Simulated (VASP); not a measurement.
# A VASP study of AlNi3 (r2SCAN + rVV10): structure first, properties next, part 9 of 13

What structure does AlNi3 take at this level, and what are its properties? The start is a computed cell from the Materials Project.

VASP 6.6.1, plane waves and PAW; the level of theory is named at each step.

Still holding for the runs below: The magnetic order is the only one that the search above brought to convergence with its moments; longer or canted patterns were not tried.

So far, moment of the cell, from the last line of the log (μB): step 2 (magnetic order: ferromagnetic) 0.855; step 8 (relaxing cell and atoms (r2SCAN + rVV10)) 0.853; step 9 (density, ELF and potential (r2SCAN + rVV10)) 0.854.

## 11. Density of states (r2SCAN + rVV10)

Level of this step: r2SCAN with rVV10, spin-polarised from a ferromagnetic start; plane waves and PAW (Al, Ni) (VASP).

A density of states needs more k-points than a total energy; ISMEAR = -5 takes tetrahedra, and LORBIT projects the states on the PAW spheres. The mesh is finer than in the run before.

The input, INCAR:

```
SYSTEM = AlNi3
PREC = Accurate
ENCUT = 400
EDIFF = 1E-06
NELM = 100
ISMEAR = -5
SIGMA = 0.2
LREAL = .FALSE.
ALGO = Normal
METAGGA = R2SCAN
LUSE_VDW = .TRUE.
IVDW_NL = 2
BPARAM = 11.95
CPARAM = 0.0093
LASPH = .TRUE.
NBANDS = 33
ISPIN = 2
MAGMOM = -0.02 0.323 0.323 0.323
LMAXMIX = 4
LORBIT = 11
LWAVE = .FALSE.
LCHARG = .FALSE.
KPAR = 8
NEDOS = 2001
```

The input, POSCAR:

```
AlNi3
1.0
    3.5153232948      0.0000000000      0.0000000000
    0.0000000000      3.5153232948      0.0000000000
    0.0000000000      0.0000000000      3.5153232948
Al Ni
1 3
Direct
    0.0000000000      0.0000000000      0.0000000000
    0.0000000000      0.5000000000      0.5000000000
    0.5000000000      0.0000000000      0.5000000000
    0.5000000000      0.5000000000      0.0000000000
```

The input, KPOINTS:

```
Automatic mesh
0
Gamma
9 9 9
0 0 0
```

The projector-augmented-wave data sets are Al and Ni (PBE family, release 64).

Command:

```
> mpirun -np 8 vasp_std
```

Log:

```text
[... set-up lines as in an earlier step ...]
 entering main loop
       N       E                     dE             d eps       ncg     rms          rms(c)
Total rVV10 correction in eV:      0.8482919    38.8319069
Total rVV10 correction in eV:      0.8482919    38.8319069
Total rVV10 correction in eV:      0.8482919    38.8319069
Total rVV10 correction in eV:      0.8482919    38.8319069
Total rVV10 correction in eV:      0.8482919    38.8319069
Total rVV10 correction in eV:      0.8482919    38.8319069
Total rVV10 correction in eV:      0.8482919    38.8319069
Total rVV10 correction in eV:      0.8482919    38.8319069
DAV:   1     0.158929814411E+03    0.15893E+03   -0.11088E+04  4820   0.109E+03
DAV:   2    -0.372439838827E+02   -0.19617E+03   -0.17708E+03  4735   0.245E+02
DAV:   3    -0.515050394951E+02   -0.14261E+02   -0.13324E+02  5204   0.781E+01
DAV:   4    -0.517792375494E+02   -0.27420E+00   -0.27373E+00  5201   0.107E+01
DAV:   5    -0.517899564070E+02   -0.10719E-01   -0.10719E-01  6169   0.187E+00    0.208E+01
Total rVV10 correction in eV:      0.7728792    38.8319126
Total rVV10 correction in eV:      0.7728792    38.8319126
Total rVV10 correction in eV:      0.7728792    38.8319126
Total rVV10 correction in eV:      0.7728792    38.8319126
Total rVV10 correction in eV:      0.7728792    38.8319126
Total rVV10 correction in eV:      0.7728792    38.8319126
Total rVV10 correction in eV:      0.7728792    38.8319126
Total rVV10 correction in eV:      0.7728792    38.8319126
DAV:   6    -0.489037441949E+02    0.28862E+01   -0.27402E+01  5383   0.951E+01    0.219E+01
Total rVV10 correction in eV:      0.8067890    38.8319134
Total rVV10 correction in eV:      0.8067890    38.8319134
Total rVV10 correction in eV:      0.8067890    38.8319134
Total rVV10 correction in eV:      0.8067890    38.8319134
Total rVV10 correction in eV:      0.8067890    38.8319134
Total rVV10 correction in eV:      0.8067890    38.8319134
Total rVV10 correction in eV:      0.8067890    38.8319134
Total rVV10 correction in eV:      0.8067890    38.8319134
DAV:   7    -0.434381672701E+02    0.54656E+01   -0.79328E+00  5759   0.469E+01    0.312E+00
Total rVV10 correction in eV:      0.8029906    38.8319130
Total rVV10 correction in eV:      0.8029906    38.8319130
Total rVV10 correction in eV:      0.8029906    38.8319130
Total rVV10 correction in eV:      0.8029906    38.8319130
Total rVV10 correction in eV:      0.8029906    38.8319130
Total rVV10 correction in eV:      0.8029906    38.8319130
Total rVV10 correction in eV:      0.8029906    38.8319130
Total rVV10 correction in eV:      0.8029906    38.8319130
DAV:   8    -0.435057956628E+02   -0.67628E-01   -0.20488E-01  5572   0.409E+00    0.212E+00
Total rVV10 correction in eV:      0.7971783    38.8319130
Total rVV10 correction in eV:      0.7971783    38.8319130
Total rVV10 correction in eV:      0.7971783    38.8319130
Total rVV10 correction in eV:      0.7971783    38.8319130
Total rVV10 correction in eV:      0.7971783    38.8319130
Total rVV10 correction in eV:      0.7971783    38.8319130
Total rVV10 correction in eV:      0.7971783    38.8319130
Total rVV10 correction in eV:      0.7971783    38.8319130
DAV:   9    -0.434950589203E+02    0.10737E-01   -0.43609E-02  6573   0.349E+00    0.782E-01
Total rVV10 correction in eV:      0.7960889    38.8319131
Total rVV10 correction in eV:      0.7960889    38.8319131
Total rVV10 correction in eV:      0.7960889    38.8319131
Total rVV10 correction in eV:      0.7960889    38.8319131
Total rVV10 correction in eV:      0.7960889    38.8319131
Total rVV10 correction in eV:      0.7960889    38.8319131
Total rVV10 correction in eV:      0.7960889    38.8319131
Total rVV10 correction in eV:      0.7960889    38.8319131
DAV:  10    -0.434981854642E+02   -0.31265E-02   -0.10336E-02  5631   0.102E+00    0.367E-01
Total rVV10 correction in eV:      0.7959321    38.8319131
Total rVV10 correction in eV:      0.7959321    38.8319131
Total rVV10 correction in eV:      0.7959321    38.8319131
Total rVV10 correction in eV:      0.7959321    38.8319131
Total rVV10 correction in eV:      0.7959321    38.8319131
Total rVV10 correction in eV:      0.7959321    38.8319131
Total rVV10 correction in eV:      0.7959321    38.8319131
Total rVV10 correction in eV:      0.7959321    38.8319131
DAV:  11    -0.434993797592E+02   -0.11943E-02   -0.96141E-04  5700   0.323E-01    0.207E-01
Total rVV10 correction in eV:      0.7955133    38.8319131
Total rVV10 correction in eV:      0.7955133    38.8319131
Total rVV10 correction in eV:      0.7955133    38.8319131
Total rVV10 correction in eV:      0.7955133    38.8319131
Total rVV10 correction in eV:      0.7955133    38.8319131
Total rVV10 correction in eV:      0.7955133    38.8319131
Total rVV10 correction in eV:      0.7955133    38.8319131
Total rVV10 correction in eV:      0.7955133    38.8319131
DAV:  12    -0.434998137246E+02   -0.43397E-03   -0.34474E-04  5892   0.253E-01    0.785E-02
Total rVV10 correction in eV:      0.7956281    38.8319131
Total rVV10 correction in eV:      0.7956281    38.8319131
Total rVV10 correction in eV:      0.7956281    38.8319131
Total rVV10 correction in eV:      0.7956281    38.8319131
Total rVV10 correction in eV:      0.7956281    38.8319131
Total rVV10 correction in eV:      0.7956281    38.8319131
Total rVV10 correction in eV:      0.7956281    38.8319131
Total rVV10 correction in eV:      0.7956281    38.8319131
DAV:  13    -0.434997989464E+02    0.14778E-04   -0.85390E-05  5231   0.107E-01    0.251E-02
Total rVV10 correction in eV:      0.7956645    38.8319131
Total rVV10 correction in eV:      0.7956645    38.8319131
Total rVV10 correction in eV:      0.7956645    38.8319131
Total rVV10 correction in eV:      0.7956645    38.8319131
Total rVV10 correction in eV:      0.7956645    38.8319131
Total rVV10 correction in eV:      0.7956645    38.8319131
Total rVV10 correction in eV:      0.7956645    38.8319131
Total rVV10 correction in eV:      0.7956645    38.8319131
DAV:  14    -0.434997855038E+02    0.13443E-04   -0.88242E-06  5815   0.268E-02    0.904E-03
Total rVV10 correction in eV:      0.7956789    38.8319131
Total rVV10 correction in eV:      0.7956789    38.8319131
Total rVV10 correction in eV:      0.7956789    38.8319131
Total rVV10 correction in eV:      0.7956789    38.8319131
Total rVV10 correction in eV:      0.7956789    38.8319131
Total rVV10 correction in eV:      0.7956789    38.8319131
Total rVV10 correction in eV:      0.7956789    38.8319131
Total rVV10 correction in eV:      0.7956789    38.8319131
DAV:  15    -0.434997711436E+02    0.14360E-04   -0.90445E-07  3611   0.105E-02    0.244E-03
Total rVV10 correction in eV:      0.7956806    38.8319131
Total rVV10 correction in eV:      0.7956806    38.8319131
Total rVV10 correction in eV:      0.7956806    38.8319131
Total rVV10 correction in eV:      0.7956806    38.8319131
Total rVV10 correction in eV:      0.7956806    38.8319131
Total rVV10 correction in eV:      0.7956806    38.8319131
Total rVV10 correction in eV:      0.7956806    38.8319131
Total rVV10 correction in eV:      0.7956806    38.8319131
DAV:  16    -0.434997680843E+02    0.30593E-05   -0.28288E-07  2543   0.411E-03    0.112E-03
Total rVV10 correction in eV:      0.7956821    38.8319131
Total rVV10 correction in eV:      0.7956821    38.8319131
Total rVV10 correction in eV:      0.7956821    38.8319131
Total rVV10 correction in eV:      0.7956821    38.8319131
Total rVV10 correction in eV:      0.7956821    38.8319131
Total rVV10 correction in eV:      0.7956821    38.8319131
Total rVV10 correction in eV:      0.7956821    38.8319131
Total rVV10 correction in eV:      0.7956821    38.8319131
DAV:  17    -0.434997684169E+02   -0.33262E-06   -0.46031E-08  2485   0.218E-03
Total rVV10 correction in eV:      0.7956812    38.8319131
Total rVV10 correction in eV:      0.7956812    38.8319131
Total rVV10 correction in eV:      0.7956812    38.8319131
Total rVV10 correction in eV:      0.7956812    38.8319131
Total rVV10 correction in eV:      0.7956812    38.8319131
Total rVV10 correction in eV:      0.7956812    38.8319131
Total rVV10 correction in eV:      0.7956812    38.8319131
Total rVV10 correction in eV:      0.7956812    38.8319131
Total rVV10 correction in eV:      0.7956821    38.8319131
Total rVV10 correction in eV:      0.7956821    38.8319131
Total rVV10 correction in eV:      0.7956821    38.8319131
Total rVV10 correction in eV:      0.7956821    38.8319131
Total rVV10 correction in eV:      0.7956821    38.8319131
Total rVV10 correction in eV:      0.7956821    38.8319131
Total rVV10 correction in eV:      0.7956821    38.8319131
Total rVV10 correction in eV:      0.7956821    38.8319131
   1 F= -.43499768E+02 E0= -.43499768E+02  d E =0.000000E+00  mag=     0.8951
 -----------------------------------------------------------------------------
|                                                                             |
|           W    W    AA    RRRRR   N    N  II  N    N   GGGG   !!!           |
|           W    W   A  A   R    R  NN   N  II  NN   N  G    G  !!!           |
|           W    W  A    A  R    R  N N  N  II  N N  N  G       !!!           |
|           W WW W  AAAAAA  RRRRR   N  N N  II  N  N N  G  GGG   !            |
|           WW  WW  A    A  R   R   N   NN  II  N   NN  G    G                |
|           W    W  A    A  R    R  N    N  II  N    N   GGGG   !!!           |
|                                                                             |
|     Tetrahedron method does not include variations of the Fermi             |
|     occupations, so forces and stress will be inaccurate. We suggest        |
|     using a different smearing scheme ISMEAR = 1 or 2 for metals in         |
|     relaxations.                                                            |
|                                                                             |
 -----------------------------------------------------------------------------
```

Wall time 62 s (8 MPI ranks of Intel Xeon Platinum 8259CL at 2.50GHz (Skylake/Cascade Lake), shared host); peak memory 2.1 GiB; 8.1 min of CPU time.

From OUTCAR (step 11):

```text
   k-points           NKPTS =     35   k-points in BZ     NKDIM =     35   number of bands    NBANDS=     33

   NELECT =      33.0000    total number of electrons

 E-fermi :   9.9028

 spin component 1
 k-point     1 :       0.0000    0.0000    0.0000
  band No.  band energies     occupation
    ...
     12       9.0325      1.00000
     13       9.3753      1.00000
     14       9.4823      1.00000
     15       9.4823      1.00000
     16       9.4823      1.00000
     17      10.7795      0.00000
     18      10.7795      0.00000
     19      10.7795      0.00000
     20      16.7517      0.00000
     21      16.7517      0.00000
    ...

 k-point     2 :       0.1111    0.0000    0.0000
  band No.  band energies     occupation
    ...
     12       9.0342      1.00000
     13       9.1835      1.00000
     14       9.1835      1.00000
     15       9.3179      1.00000
     16       9.4823      1.00000
     17      10.1377      0.07194
     18      11.2811      0.00000
     19      11.2811      0.00000
     20      16.7325      0.00000
     21      17.2399      0.00000
    ...

  Total        0.0151655      0.0151655      0.0151655     -0.0000000     -0.0000000      0.0000000
  in kB        0.5593328      0.5593328      0.5593328     -0.0000000     -0.0000000      0.0000000
  external PRESSURE =       0.5593328 kB  Pullay stress =       0.0000000 kB

  FREE ENERGIE OF THE ION-ELECTRON SYSTEM (eV)
  ---------------------------------------------------
  free  energy   TOTEN  =       -43.4997684169 eV

  energy  without entropy=      -43.4997684169  energy(sigma->0) =      -43.49976842

 magnetization (x)
# of ion       s       p       d       tot
------------------------------------------
    1       -0.002  -0.016   0.000  -0.018
    2       -0.008  -0.027   0.370   0.335
    3       -0.008  -0.027   0.370   0.335
    4       -0.008  -0.027   0.370   0.335
--------------------------------------------------
tot         -0.024  -0.098   1.109   0.987

[... 7 parts as in an earlier step ...]

[... 15 further parts left out ...]
```

With tetrahedra the forces and stress of a metal are not exact derivatives of the energy.

Numbers from this step:

```yaml
scf_cycles: 17
irreducible_k_points: 35
fermi_energy: 9.903 eV
pressure: 0.05593 GPa
moment_of_the_cell_from_the_last_line_of_the_log: 0.8951 μB
dos_at_the_fermi_level: 2.198 states/eV/cell
```

The density of states has structure finer than the step of the table below, so its rows give means over 1 eV, whole bins alone (the curve runs from -12.0 to 7.94 eV). Peaks (eV: height): total up -3.6: 5.52, -2.5: 5.98, -1.5: 9.45, -1.3: 7.83; total down -2.6: 4.85, -2.0: 5.9, -1.2: 7.6, -0.9: 9.77; Ni d up -3.6: 4.21, -2.5: 5.30, -1.5: 8.94, -1.3: 7.35; Ni d down -2.6: 3.91, -2.0: 5.23, -1.2: 7.03, -0.9: 9.07; Ni p up -3.6: 0.351, -3.0: 0.23, -2.5: 0.250, -0.8: 0.216.

States under -12.0 eV and over 7.9 eV are left out. Density of states against energy, zero at the Fermi level; means over each step; 7 of 10 lines; values in states/eV/cell:

```tsv
energy (eV)	total up	total down	Ni d up	Ni d down	Ni p up	Ni p down	Ni s up
-11	0.00527	0.0164	3.4e-5	1.0e-4	4.4e-5	2.6e-4	0.00253
-10	0.108	0.123	0.00108	0.00127	0.00453	0.00604	0.0479
-9	0.194	0.206	0.00459	0.00501	0.0168	0.0195	0.0734
-8	0.308	0.309	0.0163	0.0163	0.0397	0.0417	0.0904
-7	0.320	0.325	0.0438	0.0429	0.0453	0.0470	0.0695
-6	0.447	0.422	0.104	0.0886	0.0526	0.0524	0.107
-5	0.986	0.840	0.436	0.320	0.0873	0.0884	0.167
-4	2.42	1.45	1.79	0.897	0.129	0.111	0.108
-3	3.68	3.20	3.06	2.51	0.195	0.180	0.0302
-2	3.45	3.19	3.13	2.78	0.0981	0.149	0.0215
-1	4.61	5.02	4.25	4.60	0.123	0.145	0.0461
0	0.576	1.87	0.391	1.62	0.0794	0.113	0.0159
1	0.706	0.544	0.400	0.382	0.112	0.0596	0.0365
2	0.569	0.760	0.238	0.420	0.133	0.130	0.0274
3	0.388	0.447	0.131	0.187	0.108	0.106	0.0153
4	0.281	0.253	0.0959	0.0938	0.0573	0.0587	0.0273
5	0.631	0.601	0.199	0.219	0.106	0.0846	0.108
6	0.572	0.618	0.160	0.192	0.129	0.128	0.0686
7	0.587	0.598	0.162	0.177	0.131	0.128	0.0609
```

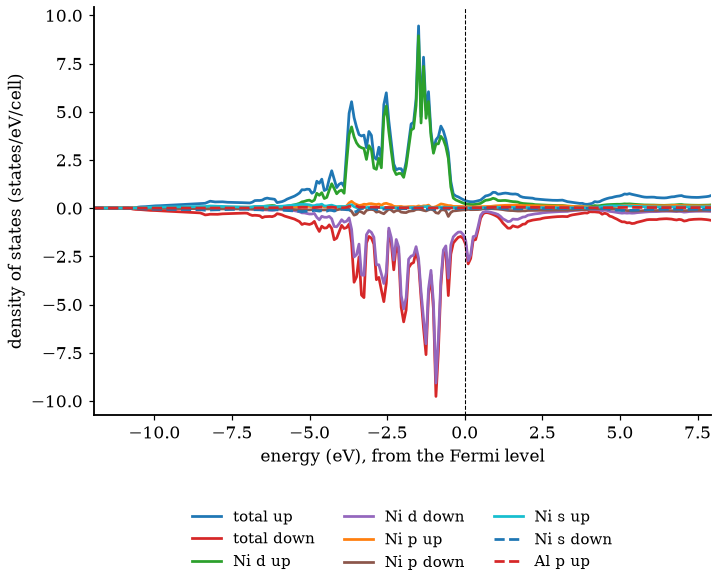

Density of states against energy. Down spins are drawn negative.

The finer mesh and the other smearing move the Fermi level by +0.01 eV from the 6×6×6 run, a small shift, which tests the Fermi level alone. Of the states within 0.3 eV of the Fermi level, the largest shares in the PAW spheres are Ni d 83 % and Ni p 7 %. The rest lies in smaller channels or between the spheres.

[end of part 9 of 13]

[Lines on the potential files, build, host, timing and source positions are cut from VASP's logs without a mark.]

[Logs are printed without paths, hosts, clocks, repeated set-up lines and the standing remarks that a program may print on its own settings, such as how far it seeks lower states.]

[Hosts, paths, dates, database ids (printed as entryN), source tags and the programs' standing remarks are cut or masked in the printed files.]

[A measured line is paired with the nearest computed mode of its activity, which favours agreement.]
